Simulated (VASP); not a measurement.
Energy against volume of KI (rock salt). All values below come from SCAN meta-GGA, VASP's PBE PAW potentials (set 64) (plane waves; VASP 6.6.1).

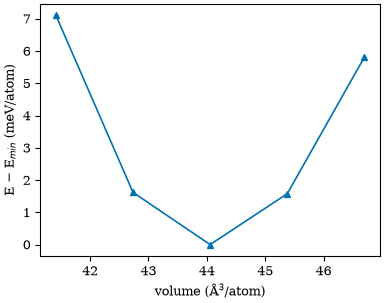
Figure: Energy against volume

Estimate the equilibrium volume and the bulk modulus.

The minimum lies near 44.0 Å³/atom, and the curvature gives B0 of about 13 GPa.

The compound is KI in the rock salt structure. It was relaxed first.
